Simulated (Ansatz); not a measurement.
# Zr2N2: single-point calculation

Zr2N2, multiplicity 3, computed with UKS PBE0-D4/def2-TZVP (Ansatz 0.2.0).

The geometry comes from this level: PBE0-D4/def2-TZVP.

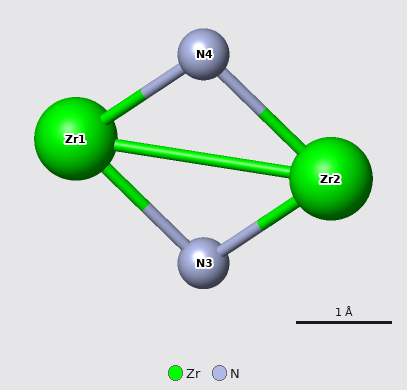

Fig. 1: The structure as given in the input (ball-and-stick view, seen at a tilt; atoms are numbered from 1 in the order of the input). Sticks mark near contacts. Bond lengths as drawn: N–Zr 1.91 Å and Zr–Zr 2.80 Å.

## Key numbers

| quantity | value |
| --- | --- |
| outcome | converged |
| total energy | −5538.3328 eV |
| mean-field energy | −5538.1876 eV |
| dispersion energy | −0.1452 eV |
| ⟨S²⟩ | 2.007 |
| SCF solution under orbital rotations | stable |
| HOMO (either spin) | −4.15 eV |
| LUMO (either spin) | −2.10 eV |
| hardware | 4 threads of Arm Neoverse V1, 23 GiB of memory available, shared host |
| wall time | 3.7 s (CPU time 14 s) |
| peak memory | 0.4 GiB |

## Input
```yaml
crystal:
  periodic: [false, false, false]
  atoms:
    - {symbol: Zr, position_ang: [0.134141, -0.278009, 1.364253]}
    - {symbol: Zr, position_ang: [-0.134281, 0.278083, -1.364223]}
    - {symbol: N, position_ang: [-0.649285, -1.115365, -0.163449]}
    - {symbol: N, position_ang: [0.649425, 1.115282, 0.163419]}
basis:
  gaussian: {orbitals: def2-TZVP, initial_orbitals: start.molden}
magnetization: {spin_polarized: true, initial_magnetization: 2}
hamiltonian: {xc: pbe0, dispersion: d4}
scf: {omitted_lower_state_checks: [starts]}
output: {orbitals: {seedname: orbitals}}
```

Launched with:
```bash
ansatz run in.yaml --threads 4 --pin off --events-out ev --progress --plain --max-ram 3916MiB
```

## Output
```
Functional definition: PBE0
  name "PBE0"
  cite "Adamo & Barone, J. Chem. Phys. 110, 6158 (1999) doi:10.1063/1.478522"
  cite "Perdew, Burke & Ernzerhof, Phys. Rev. Lett. 77, 3865 (1996) doi:10.1103/PhysRevLett.77.3865"
  parent pbe
  parameter a = 0.25
  parameter kappa = 0.804
  parameter beta = 0.06672455060314922
  exchange = (1 - a)*pbe_x(kappa = kappa, mu = beta*pi^2/3) + a*exact_x
  correlation = pbe_c(beta = beta)
these checks for a lower state are left out or cut short: starts
1108 factors; their error is unknown
mean field evaluation 1: about -5536.5840 eV, gradient 6.8e1 eV
mean field evaluation 2: about -5538.1196 eV, gradient 1.5e0 eV
mean field evaluation 4: about -5538.1875 eV, gradient 1.0e-1 eV
mean field evaluation 8: about -5538.1875 eV, gradient 1.5e-5 eV
mean field -5538.18753167 eV, -203.5246378705 hartree, gradient 1.4e-5 eV, S^2 2.007277; 0 other end points of the search recorded, 0 dependent functions left out
reference -5538.18756717 eV, -203.5246391750 hartree; 20, 18 occupied and 122, 124 virtual orbitals, 1108 factors
Total energy: -5538.33280009 eV, -203.5299763864 hartree
Checks for a lower state left out: starts
```

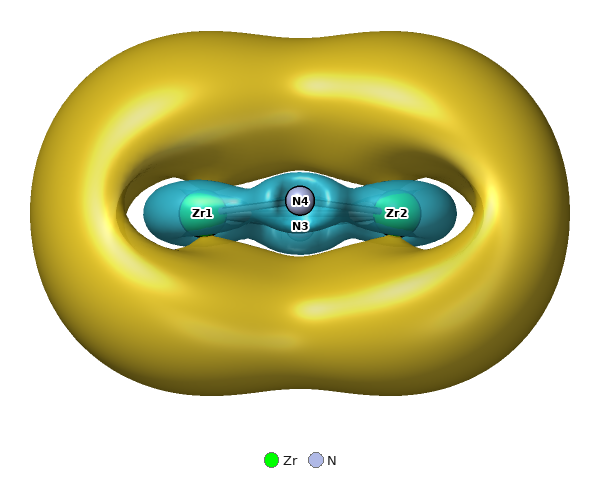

Fig. 2: One frontier orbital at ±0.06 Å⁻³ᐟ² (yellow and cyan are the two phases), seen from the side. The LUMO (β), at −2.10 eV. Its weight (Hirshfeld) is mainly on Zr1 (50 %) and Zr2 (50 %); it is symmetric in the molecular plane (σ or in-plane lone-pair type); it is gerade (even under inversion).

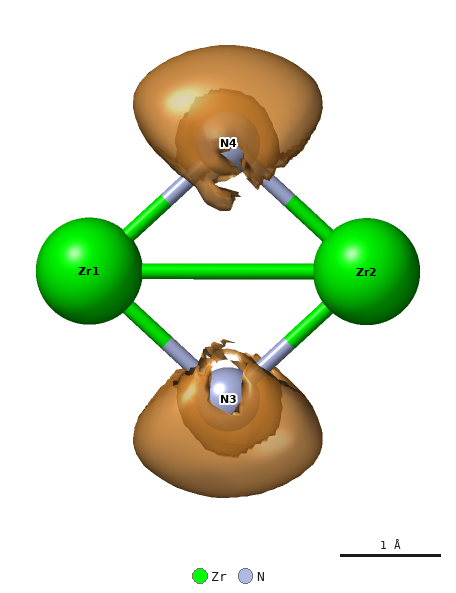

Fig. 3: Isosurface of the ELF at 0.8 (orange), seen face on. Core shells and regions of very low density are left out. Values along the shortest contacts: Zr–N (1.91 Å): the ELF peaks at about 0.80 in the valence shell of N, 0.6 Å from its nucleus, and drops to about 0.35 between the two atoms. Zr–Zr (2.80 Å): the ELF is about 0.20 at the midpoint.

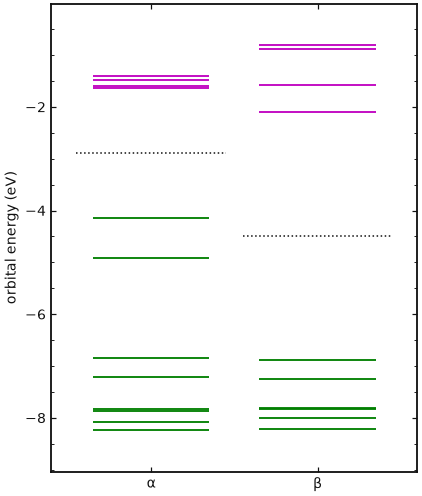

Fig. 4: Orbital energies near the frontier for α and β spins; the dotted line parts filled from empty levels, and levels within 0.02 eV of each other stand side by side. α: highest filled −4.15 eV, lowest empty −1.63 eV, 2.52 eV apart; β: highest filled −6.89 eV, lowest empty −2.10 eV, 4.79 eV apart.
